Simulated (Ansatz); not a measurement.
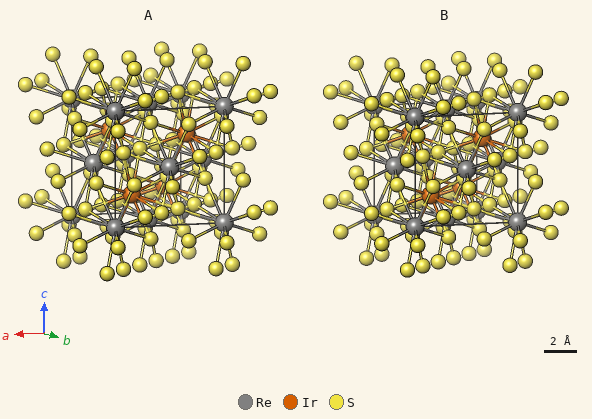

Two geometries of solid ReIrS4 (built on the MgInCu4 type) (coarse preliminary run), drawn at one scale. One is the start of a relaxation, the other its converged end. A ball-and-stick model of the conventional cell (4 times the calculation's cell), seen from a free direction. Lengths and directions refer to the drawn axes.

Method: DFT PBE, scalar-relativistic, plane waves, PAW (Ansatz 0.2.0). Settings: plane-wave cutoff 420 eV; k-point mesh 4 × 4 × 4; occupations gaussian; smearing width 0.1 eV; collinear spin; cell and atoms relaxed; force threshold 0.04 eV/Å; at most 70 steps.

**Which one is relaxed?**

Structure B is the relaxed one. Case: MgInCu4 type (F-43m, No. 216). The largest moves relative to the cell, 0.004 Å, are those of S atoms. Re and Ir stay in place. Cell: a = b = c 7.506 → 7.067 Å (−5.8 %). Volume −16.5 %. Near-neighbour distances that change, for instance: Ir–S 3.112 → 2.929 Å, Re–S 3.112 → 2.931 Å. The space group stays F-43m (No. 216). The energy falls by 140 meV per atom in 3 accepted moves (4 points after the start). The largest force component goes from 0.0033 to 0.003 eV/Å. The pressure goes from −11.70 to −0.02 GPa. The SCF was repeated once at an unchanged geometry on a basis and grid sized afresh for the cell, which shifted the energy by 0.6 meV per atom at most. The program noted that the starting moments weren't kept.
